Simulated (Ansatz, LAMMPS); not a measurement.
# Zn2+ triflate in diglyme at 330 K (103 atoms): support functions against a reference

Aim: test how closely localised support functions follow the reference on Zn2+ triflate in diglyme at 330 K (103 atoms), and at what cost. A setting counts as converged where the r.m.s. difference of forces stays under 1 % of the r.m.s. force.

Program: Ansatz 0.2.0. Level of theory: Kohn-Sham DFT, PBE+D3(BJ), PAW (set soft_2), plane waves. Results are calculated unless marked as measured.

### Step 1. The starting structure

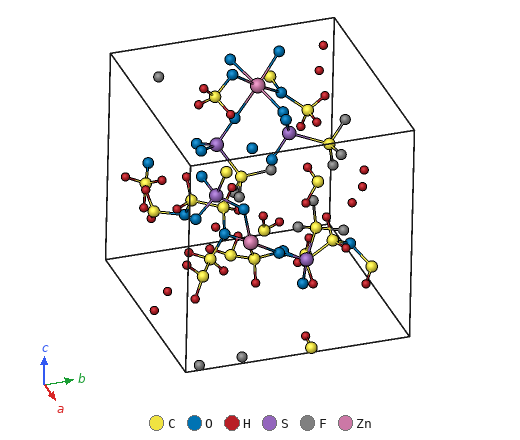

The cell as given, slightly off an axis (carbon yellow, oxygen blue, hydrogen red, sulfur purple, fluorine grey, zinc pink). Bonds to atoms that aren't drawn are left out.

The cell holds 103 atoms: 22 C, 21 O, 42 H, 4 S, 12 F and 2 Zn. Cell: a = 10.740 Å, b = 10.740 Å, c = 10.740 Å, α = 90.0°, β = 90.0°, γ = 90.0°. 3 diglyme, 2 Zn2+, 4 triflate placed at random, at 1.51 g/cm³; overlaps pushed apart, then 10 ps at 550 K with divalent ions of Li, Roberts, Chakravorty and Merz (J. Chem. Theory Comput. 9, 2733 (2013)); MMFF94 bonds, angles, torsions, charges and radii (Halgren, J. Comput. Chem. 17, 490 (1996)) in harmonic and 12-6 forms; charges of ions scaled by 0.8. Snapshot after 30 ps at 330 K and fixed volume.

What the set-up can't give: The network of contacts between molecules at the start is that of the classical potential that made the cell, and needn't be the one that DFT or experiment would give. The density was typed from a rule of thumb and may lie off the real one at this temperature. Only the Γ point is sampled, in a cell whose shortest periodic width is 11 Å.

### Step 2. Making the structure

A classical potential supplies the starting structure, since it reaches far longer times than DFT.

This step: classical MD, divalent ions of Li, Roberts, Chakravorty and Merz (J. Chem. Theory Comput. 9, 2733 (2013)); MMFF94 bonds, angles, torsions, charges and radii (Halgren, J. Comput. Chem. 17, 490 (1996)) in harmonic and 12-6 forms; charges of ions scaled by 0.8 (LAMMPS 22 Jul 2025 - Update 4).

File in.lmp:

```
# Zn2+ triflate in diglyme
units real
atom_style full
boundary p p p
bond_style harmonic
angle_style harmonic
dihedral_style opls
improper_style harmonic
special_bonds lj 0 0 0.5 coul 0 0 0.75
read_data data.lmp
neigh_modify delay 0 every 1 check yes one 4000
comm_modify cutoff 12.0
timestep 0.5
thermo_style custom step time temp pe press density
thermo_modify norm yes
# push overlapping molecules apart
pair_style soft 2.6
pair_coeff * * 0.0
variable a equal ramp(1,60)
fix ad all adapt 1 pair soft a * * v_a
velocity all create 550 735717 mom yes dist gaussian
fix lim all nve/limit 0.03
fix lan all langevin 550 550 50 735718 zero yes
thermo 1000
run 3000 post no
unfix ad
pair_style lj/cut/coul/long 9.0
pair_modify mix arithmetic tail yes
pair_coeff 1 1 0.0678 3.3680   # C
pair_coeff 2 2 0.0763 3.0430   # O
pair_coeff 3 3 0.0216 2.5400   # H
pair_coeff 4 4 0.0763 3.0960   # O
pair_coeff 5 5 0.2681 3.4180   # S
pair_coeff 6 6 0.0801 2.5590   # F
# [... 19 lines left out ...]
compute msd all msd com yes
thermo 7500
fix md all nvt temp 330 330 100
run 30000 post no
print "== T330: mean square displacement over the hold $(c_msd[4]:%.2f) A^2"
unfix md
uncompute msd
write_dump all custom T330.dump id type xs ys zs modify sort id
```

Run with:

```
> lmp -in in.lmp -log none -nocite
```

Numbers of over 12 decimals in the logs are rounded to 6 here.

What it wrote:

```text
LAMMPS (22 Jul 2025 - Update 4)
Reading data file ...
  orthogonal box = (0 0 0) to (10.74009 10.74009 10.74009)
  103 atoms
  orthogonal box = (0 0 0) to (10.74009 10.74009 10.74009)
  94 bonds
  165 angles
  144 dihedrals
WARNING: Bond/angle/dihedral extent > half of periodic box length
   Step          Time           Temp          PotEng         Press         Density
         0   0              550            0.98948607    -17606.848      1.5140007
      1000   500            514.32898      2.2677554      30234.037      1.5140007
      2000   1000           463.49235      2.3728251      25750.066      1.5140007
      3000   1500           513.3711       2.2695913      14928.863      1.5140007
WARNING: Bond/angle/dihedral extent > half of periodic box length
Loop time of 0.228999 s on 1 MPI rank(s) for 3000 steps with 103 atoms
PPPM initialization ...
WARNING: System is not charge neutral, net charge = -0.00032
  G vector (1/distance) = 0.31682094
  grid = 8 8 8
  estimated relative force accuracy = 1.8052231e-05
WARNING: Bond/angle/dihedral extent > half of periodic box length
   Step          Time           Temp          PotEng         Press         Density
      3000   1500           513.3711       4.7641281      5524.6099      1.5140007
[... 17 lines left out ...]
Loop time of 0.739722 s on 1 MPI rank(s) for 2000 steps with 103 atoms
WARNING: Bond/angle/dihedral extent > half of periodic box length
   Step          Time           Temp          PotEng         Press         Density
      2000   1000           526.23716      0.058738512    5028.7333      1.5140007
[... 5 lines left out ...]
WARNING: Bond/angle/dihedral extent > half of periodic box length
Loop time of 5.02723 s on 1 MPI rank(s) for 10000 steps with 103 atoms
WARNING: Bond/angle/dihedral extent > half of periodic box length
   Step          Time           Temp          PotEng         Press         Density
[... 4 lines left out ...]
WARNING: Bond/angle/dihedral extent > half of periodic box length
Loop time of 3.51375 s on 1 MPI rank(s) for 5000 steps with 103 atoms
WARNING: Bond/angle/dihedral extent > half of periodic box length
   Step          Time           Temp          PotEng         Press         Density
[... 2 lines left out ...]
     30000   29000          342.11298     -0.98335492     581.98714      1.5140007
     37500   36500          354.84902     -1.087142       585.81226      1.5140007
     45000   44000          345.44745     -1.049985       1360.3283      1.5140007
     47000   46000          338.07646     -1.1815225     -15.574345      1.5140007
WARNING: Bond/angle/dihedral extent > half of periodic box length
Loop time of 18.8328 s on 1 MPI rank(s) for 30000 steps with 103 atoms
== T330: mean square displacement over the hold 2.01 A^2
```

Elapsed: 29 s, on 1 thread of Intel Xeon Platinum 8488C (Sapphire Rapids), shared host; peak memory 0.12 GiB.

The input also reads data.lmp (atoms, bonds and types; not printed here).

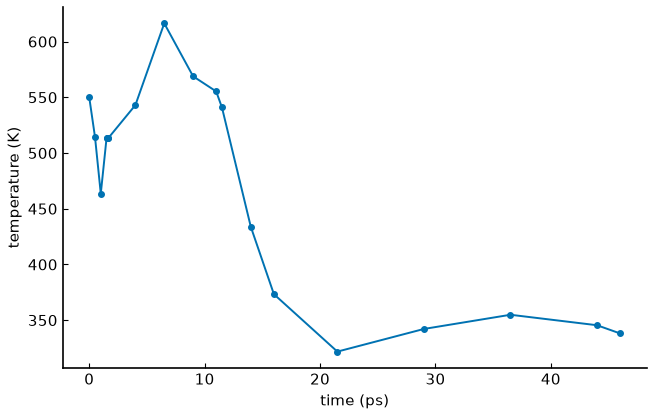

Temperature, plotted against time.

### Step 3. Plane-wave single point

The first run uses the default basis; a harder plane-wave run follows as the reference for the support functions.

File input.yaml:

```yaml
crystal:
  lattice:
    - [10.74009, 0.0, 0.0]
    - [0.0, 10.74009, 0.0]
    - [0.0, 0.0, 10.74009]
  atoms:
    - { symbol: C, position: [0.22923, 0.81164, 0.01041] }
    - { symbol: O, position: [0.17346, 0.69163, 0.98444] }
    - { symbol: C, position: [0.06132, 0.6857, 0.05632] }
    - { symbol: C, position: [0.99247, 0.56405, 0.01777] }
    - { symbol: O, position: [0.03748, 0.52396, 0.89976] }
    - { symbol: C, position: [0.96464, 0.58585, 0.80387] }
    - { symbol: C, position: [0.00796, 0.71505, 0.76808] }
    - { symbol: O, position: [0.13856, 0.71842, 0.76101] }
    - { symbol: C, position: [0.18399, 0.8225, 0.68268] }
    - { symbol: H, position: [0.17318, 0.88933, 0.9795] }
    - { symbol: H, position: [0.31618, 0.82044, 0.94741] }
    - { symbol: H, position: [0.25886, 0.81419, 0.10554] }
    - { symbol: H, position: [0.00628, 0.77348, 0.05225] }
    - { symbol: H, position: [0.0934, 0.66778, 0.14732] }
    - { symbol: H, position: [0.00798, 0.48719, 0.07745] }
    - { symbol: H, position: [0.88749, 0.57588, 0.01513] }
    - { symbol: H, position: [0.98222, 0.52786, 0.71965] }
    - { symbol: H, position: [0.86402, 0.57536, 0.82026] }
    - { symbol: H, position: [0.96782, 0.74044, 0.67646] }
    - { symbol: H, position: [0.98182, 0.78577, 0.83478] }
    - { symbol: H, position: [0.28375, 0.82703, 0.67809] }
    - { symbol: H, position: [0.14688, 0.80678, 0.5864] }
    - { symbol: H, position: [0.15254, 0.90963, 0.72059] }
    - { symbol: C, position: [0.1295, 0.12444, 0.41844] }
    - { symbol: O, position: [0.01015, 0.17735, 0.44362] }
    - { symbol: C, position: [0.90782, 0.10167, 0.39767] }
    - { symbol: C, position: [0.79082, 0.1759, 0.40403] }
    - { symbol: O, position: [0.80307, 0.2331, 0.52285] }
    - { symbol: C, position: [0.6898, 0.26672, 0.58424] }
    - { symbol: C, position: [0.59372, 0.15832, 0.58445] }
    - { symbol: O, position: [0.52382, 0.15577, 0.47711] }
    - { symbol: C, position: [0.4456, 0.04574, 0.46915] }
    - { symbol: H, position: [0.12758, 0.03297, 0.46506] }
    - { symbol: H, position: [0.2067, 0.16814, 0.46838] }
    - { symbol: H, position: [0.14584, 0.11171, 0.31185] }
    - { symbol: H, position: [0.93266, 0.05996, 0.3081] }
    - { symbol: H, position: [0.90548, 0.02868, 0.46326] }
    - { symbol: H, position: [0.708, 0.10988, 0.40176] }
    - { symbol: H, position: [0.77947, 0.24164, 0.32975] }
    - { symbol: H, position: [0.65048, 0.34902, 0.53504] }
    - { symbol: H, position: [0.70816, 0.29598, 0.6853] }
    - { symbol: H, position: [0.53735, 0.15484, 0.66805] }
    - { symbol: H, position: [0.64895, 0.07396, 0.5868] }
    - { symbol: H, position: [0.49842, 0.95974, 0.45997] }
    - { symbol: H, position: [0.39761, 0.02497, 0.55127] }
    - { symbol: H, position: [0.38382, 0.05811, 0.39944] }
    - { symbol: C, position: [0.55999, 0.9864, 0.10181] }
    - { symbol: O, position: [0.47357, 0.91989, 0.17815] }
    - { symbol: C, position: [0.53125, 0.81975, 0.24229] }
    - { symbol: C, position: [0.52898, 0.70156, 0.16168] }
    - { symbol: O, position: [0.40748, 0.64425, 0.15278] }
    - { symbol: C, position: [0.42397, 0.5098, 0.14734] }
    - { symbol: C, position: [0.30351, 0.44831, 0.10945] }
    - { symbol: O, position: [0.284, 0.44402, 0.97485] }
    - { symbol: C, position: [0.3531, 0.34235, 0.92295] }
    - { symbol: H, position: [0.63627, 0.93432, 0.06861] }
    - { symbol: H, position: [0.5084, 0.03557, 0.02568] }
    - { symbol: H, position: [0.59606, 0.06031, 0.16117] }
    - { symbol: H, position: [0.48124, 0.80791, 0.33028] }
    - { symbol: H, position: [0.63232, 0.84182, 0.25614] }
    - { symbol: H, position: [0.55876, 0.72628, 0.06244] }
    - { symbol: H, position: [0.59825, 0.63987, 0.20251] }
    - { symbol: H, position: [0.498, 0.49076, 0.07366] }
    - { symbol: H, position: [0.4415, 0.47338, 0.241] }
    - { symbol: H, position: [0.29723, 0.35618, 0.15346] }
    - { symbol: H, position: [0.23048, 0.50601, 0.15195] }
    - { symbol: H, position: [0.28894, 0.29368, 0.85779] }
    - { symbol: H, position: [0.3892, 0.27751, 0.99353] }
    - { symbol: H, position: [0.43183, 0.38471, 0.87314] }
    - { symbol: O, position: [0.57401, 0.58102, 0.89064] }
    - { symbol: S, position: [0.50438, 0.62265, 0.78163] }
    - { symbol: O, position: [0.51231, 0.5451, 0.66964] }
    - { symbol: O, position: [0.3762, 0.64083, 0.80997] }
    - { symbol: C, position: [0.56831, 0.77994, 0.73638] }
    - { symbol: F, position: [0.54338, 0.80784, 0.61538] }
    - { symbol: F, position: [0.51181, 0.86971, 0.80831] }
    - { symbol: F, position: [0.68866, 0.78978, 0.74889] }
    - { symbol: O, position: [0.882, 0.55997, 0.26971] }
    [... 19 atom lines left out ...]
    - { symbol: C, position: [0.3031, 0.48717, 0.48281] }
    - { symbol: F, position: [0.23724, 0.48226, 0.37125] }
    - { symbol: F, position: [0.32502, 0.6123, 0.50658] }
    - { symbol: F, position: [0.41814, 0.43754, 0.45636] }
    - { symbol: Zn, position: [0.95126, 0.29625, 0.55214] }
    - { symbol: Zn, position: [0.23146, 0.57773, 0.87021] }
kpoints:
  mp_grid: { grid: [1, 1, 1] }
hamiltonian:
  xc: pbe
  dispersion: d3bj
scf:
  occupations: { method: gaussian, width: 0.025 }
output:
  forces: true
  stress: true
  populations: true
  dos:
    method: { smearing: { sigma: 0.15 } }
    de: 0.1
    projected: { site_lists: { C: [C], F: [F], H: [H], O: [O], S: [S] } }
  eigenvalues: true
  write_density: true
  write_potential: true
  volumetric_format: npy
  elf: true
```

Run with:

```
> ansatz run input.yaml --threads 8 --pin off --max-ram 15872MiB --backend cpu --events-out ev --progress --plain --runs-dir out
```

What it wrote:

```text
Engine: ansatz 0.2.0, x86_64-unknown-linux-gnu
Pseudopotentials: kind: paw
Pseudopotential: C, paw, valence charge 4, recommended cutoff 420 eV (normal), C.paw.azcp
Pseudopotential: O, paw, valence charge 6, recommended cutoff 420 eV (normal), O.paw.azcp
Pseudopotential: H, paw, valence charge 1, recommended cutoff 420 eV (normal), H.paw.azcp
Pseudopotential: S, paw, valence charge 6, recommended cutoff 420 eV (normal), S.paw.azcp
Pseudopotential: F, paw, valence charge 7, recommended cutoff 420 eV (normal), F.paw.azcp
Pseudopotential: Zn, paw, valence charge 12, recommended cutoff 420 eV (normal), Zn.paw.azcp
[... 5 lines on functional and potentials left out ...]
Crystal: 103 atoms, lattice volume = 1238.864 Å³
Basis set: ecut = 420 eV, 24207 PW (Γ), exchange–correlation on 144×144×144 points (8 copies of the dense FFT grid, shifted against one another)
Bands: 297, of which v1, the nominal top of the filled ones, is band 194 counted from 1 (193 counted from 0)
Symmetry: 1 space group operations
Space group: P1 (ITA 1), of the structure as read, at distance tolerance 1.1e-4 Å
k-points: 1
[... 13 lines on functional and potentials left out ...]
Initial density: superposition of atomic densities (neutral atoms: chi_scale 0, normalization atom), corrected by the library's trained network
Initial wavefunctions: pseudopotential atomic-orbital guess
Functional: x = pbe(κ = 0.804, μ = 0.219515), c = pbe(β = 0.066725)
SCF iter   1: F=—  HF=-38033.232182 eV  |F-HF|=—  |Δ(HF+E_count)|=         —  Δρ=5.65e-3  dr2=6.01e-1  ethr=1.77e-3  ⟨swp⟩=6.0  Hψ=1392  notcnv=0  defer=18
preconditioner: auto → Resta (q_TF=auto, 2.248 Å⁻¹)  ε∞=2.6  [insulator: Δε(μ)=4.844 eV  Ē_g=16.327 eV  σ=0.025 eV  W_gap=1.00  n_scr=250 (ndim 8)  ℏωp=20.4 eV  f_vac=0.326  D(μ)=0.00/eV (n_scr^D=0)  ε∞_Penn≈2.6]
SCF iter   2: F=—  HF=-38033.082208 eV  |F-HF|=—  |Δ(HF+E_count)|=   1.50e-1  Δρ=3.06e-3  dr2=1.34e-1  ethr=1.55e-4  ⟨swp⟩=2.0  Hψ=379  notcnv=0  defer=96
SCF iter   3: F=—  HF=-38033.072119 eV  |F-HF|=—  |Δ(HF+E_count)|=   1.01e-2  Δρ=1.55e-3  dr2=4.40e-2  ethr=3.46e-5  ⟨swp⟩=4.0  Hψ=392  notcnv=0  defer=96
SCF iter   4: F=—  HF=-38033.062779 eV  |F-HF|=—  |Δ(HF+E_count)|=   9.34e-3  Δρ=5.20e-4  dr2=5.14e-3  ethr=1.14e-5  ⟨swp⟩=3.0  Hψ=381  notcnv=0  defer=96
SCF iter   5: F=—  HF=-38033.061837 eV  |F-HF|=—  |Δ(HF+E_count)|=   9.42e-4  Δρ=3.38e-4  dr2=1.33e-3  ethr=1.32e-6  ⟨swp⟩=3.0  Hψ=533  notcnv=0  defer=94
SCF iter   6: F=—  HF=-38033.061539 eV  |F-HF|=—  |Δ(HF+E_count)|=   2.98e-4  Δρ=1.19e-4  dr2=1.70e-4  ethr=3.42e-7  ⟨swp⟩=2.0  Hψ=391  notcnv=0  defer=94
SCF iter   7: F=—  HF=-38033.061522 eV  |F-HF|=—  |Δ(HF+E_count)|=   1.75e-5  Δρ=4.28e-5  dr2=2.19e-5  ethr=4.37e-8  ⟨swp⟩=2.0  Hψ=372  notcnv=0  defer=94
SCF iter   8: F=—  HF=-38033.063573 eV  |F-HF|=—  |Δ(HF+E_count)|=   2.05e-3  Δρ=2.26e-5  dr2=5.54e-6  ethr=5.63e-9  ⟨swp⟩=2.0  Hψ=388  notcnv=0  defer=94
SCF iter   9: F=—  HF=-38033.063572 eV  |F-HF|=—  |Δ(HF+E_count)|=   1.23e-6  Δρ=6.43e-6  dr2=6.40e-7  ethr=1.43e-9  ⟨swp⟩=2.0  Hψ=369  notcnv=0  defer=94
SCF iter  10: F=—  HF=-38033.063572 eV  |F-HF|=—  |Δ(HF+E_count)|=   3.16e-8  Δρ=3.68e-6  dr2=1.62e-7  ethr=1.65e-10  ⟨swp⟩=2.0  Hψ=395  notcnv=0  defer=94
SCF iter  11: F=-38033.063572 eV  HF=-38033.063572 eV  |F-HF|=1.78e-8  |Δ(HF+E_count)|=   4.12e-8  Δρ=1.29e-6  dr2=2.31e-8  ethr=2.58e-11  ⟨swp⟩=18.0  Hψ=2511  notcnv=0
SCF 1 converged in 11 iterations: F = -38033.063572 eV  dr2 = 2.31e-8
  greatest PAW one-centre occupation: 0.992 electrons in one spin orbital (limit 2), on the Zn atom at site 102 (counted from 0), in its partial waves of l = 2
WARN: The input density's exchange-correlation potential varies sharply where the density is thin. Do not read a vacuum level from v_tot or v_xc, or from such a field of the output density. On a cell that repeats whose density bears no net charge and no dipole along the vacuum's axis use v_es (v_loc + v_h of the components); [...]
SCF converged after 11 iterations
Free energy (F): -38033.063572 eV
Harris-Foulkes:  -38033.063572 eV  (|F-HF|=1.78e-8)
Internal energy: -38033.063572 eV  (E = F + TS)
E sigma→0 (E₀):  -38033.063572 eV
Fermi energy:    2.366764 eV
--- Per-component energies (eV) ---
  E_band       = -3351.541321
  E_kinetic    = 9491.582309
  E_local      = -49575.126989  (includes V_loc(G=0)·N_el)
  E_nonlocal   = 3906.341100
  E_hartree    = 20415.982425
  E_xc         = -4594.688709
  E_vxc        = -5442.743458  (∫ρ·V_xc dr)
  E_paw        = -14011.139433  (= ΣΔE_a)
  E_vpaw       = -2563.576780  (= ΣTr[D̂ρ^β])
  E_aug_tail   = 0.017659  (compensation charges beyond the density's cutoff)
  E_ewald      = -3660.230438
  E_disp       = -5.801495  (pairwise vdW)
  E_smearing   = -0.000000  (= −TS)
  E_closure    = -0.000000  (closes the sum)
  Σ components = -38033.063572   (vs F -38033.063572, Δ=0.00e0)
--- Forces (eV/Å), atoms counted from 1 ---
  atom   1  C      2.43310001    -0.32741777    -2.19627559
  atom   2  O     -0.85520142     3.00880063     2.34503001
  atom   3  C     -0.67117226    -1.25123476    -0.30138551
  atom   4  C     -1.14098935     1.08766919    -0.53515499
  atom   5  O     -1.53258543     0.59291757    -0.64951906
  atom   6  C      0.60301963    -1.49766850    -1.93737085
  atom   7  C     -0.46408778     0.53458560    -0.05355969
  atom   8  O      1.14099980     1.11012515    -1.81075548
  atom   9  C     -1.19863547    -1.22772200    -0.53397438
  atom  10  H     -0.86256218     0.17784849     0.15787209
  atom  11  H     -1.14409574    -0.42274761     1.12875974
  atom  12  H      0.11228887     0.23134203     0.75482526
  atom  13  H      0.28892396    -0.48773752    -0.27143772
  atom  14  H      0.05265818     0.30303042     1.84988188
[...]
atom 102  Zn     0.83707041     2.11502334     0.13495842
  atom 103  Zn    -1.19185427    -0.62520628    -0.64813864
  max |Σ_I F_I| component: 9.93e-5 eV/Å
--- Stress (GPa, compression-positive) ---
        4.258112      -0.735693       0.025506
       -0.735694       2.394571       0.080618
        0.025506       0.080618       2.987067
  P = ⅓ Tr σ = 3.2132 GPa (32.132 kbar)
--- Band table (eV) ---
  k-point 0: bands = ["-28.1219", "-27.7622", "-27.4843", "-26.9201", [... 281 levels ...], "10.5343", "10.5956", "10.6603", "10.7326", "10.7947", "10.8651", "10.8695", "10.9261", "10.9714", "11.0792", "11.0975", "11.1254"]
--- Löwdin populations: 103 sites ---
  site symbol       q [e]
     0      C      4.2401
     1      O      6.3909
     2      C      4.0963
[...]
102     Zn     10.4368
  spilling = 0.014161 (of n_electrons = 388.000000)
```

It took 14 s on 8 threads of Intel Xeon Platinum 8488C (Sapphire Rapids), shared host; peak memory 1.5 GiB.

Reading the cycles: dr2 is the Hartree energy of the density residual (eV), the measure of convergence; HF is the Harris–Foulkes estimate of the energy, which meets the free energy F at convergence.

The program notes that the exchange-correlation potential is rough where the density is thin.

Numbers from this run:

- free energy: -38033.0636 eV
- free energy per atom: -369.2530 eV/atom
- SCF cycles: 11
- pressure: 3.213 GPa
- r.m.s. force component: 1.103 eV/Å
- longest force: 4.77 eV/Å
- Fermi energy: 2.367 eV
- gap (highest filled to lowest empty level): 4.342 eV
- spilling of the projection: 0.01416

The r.m.s. force component of 1.1 eV/Å and the pressure of 3.2 GPa set the scale for the differences below.

[end of part 1 of 4]

[Logs are printed without paths, hosts, clocks, repeated set-up lines and the standing remarks that a program may print on its own settings, such as how far it seeks lower states.]

[Hosts, paths, dates, database ids (printed as entryN), source tags and the programs' standing remarks are cut or masked in the printed files.]

[The MMFF94 radii named for the starting cell were scaled by 0.96; in molecules described by MMFF94, hydrogen bound to N, O or S took a small fixed 12-6 site in their place.]
